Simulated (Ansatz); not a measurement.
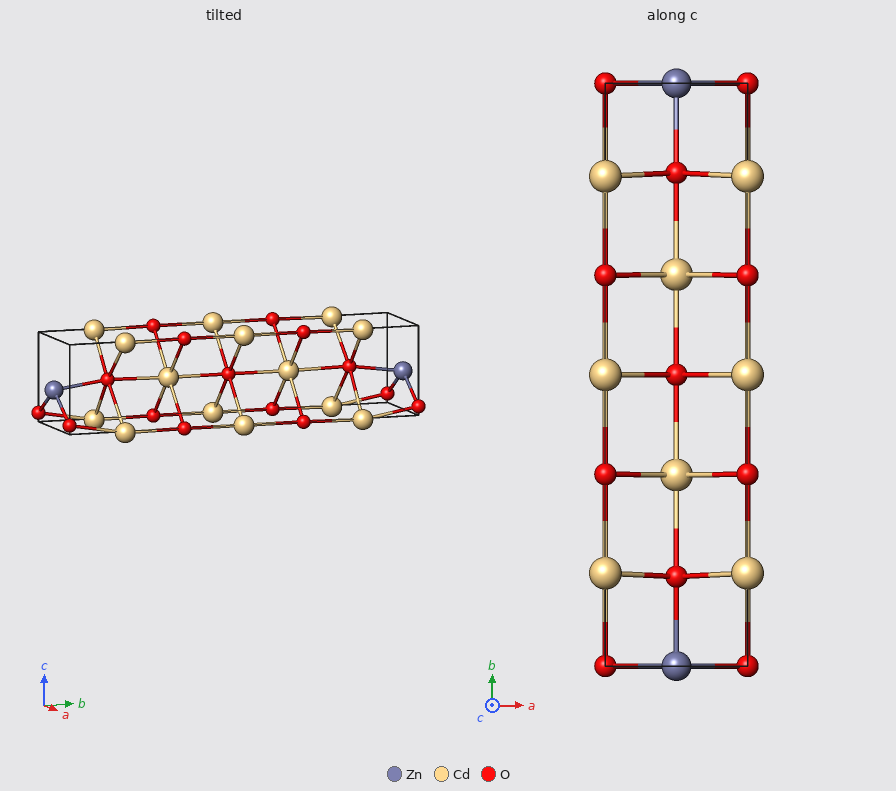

Drawn in the ball-and-stick manner and seen slightly off an axis and along the c axis. Thin lines show the conventional unit cell, with boundary atoms drawn in all their periodic places.

ZnCd5O6, space group Pmm2 (No. 25), a = 3.380 Å, b = 13.856 Å, c = 3.388 Å, α = 90.00°, β = 90.00°, γ = 90.00°. The structure was taken from a structure type filled with these elements by a generator (whether the compound takes this form wasn't checked). Earlier steps of the study, as a rule a relaxation of our own, may have changed the cell and positions, so they can lie some per cent off the listed ones. It went into a calculation with Ansatz.

This one geometry was computed with Ansatz (DFT, plane waves, PAW) at three levels of theory: PBE, LDA and r2SCAN.

### Which level gives the highest pressure at this volume, and what does that say about its equilibrium volume?

Highest: PBE (0.0 GPa), which points to the largest equilibrium volume. Lowest, with the smallest volume: LDA (-11.4 GPa). Levels within 0.5 GPa of each other can't be told apart.

### How does the band gap change with the level of theory?

All levels give a metal, though semilocal functionals underestimate gaps and can close a small one.

### Collect the results in a table.

| level | cutoff (eV) | k-mesh of the run's cell | gap (eV) | pressure (GPa) |
| --- | --- | --- | --- | --- |
| PBE | 420 | 12×4×12 | metal | 0.0 |
| LDA | 420 | 12×4×12 | metal | -11.4 |
| r2SCAN | 500 | 12×4×12 | metal | -5.4 |

Gaps are taken on the k-mesh or band path of each run.
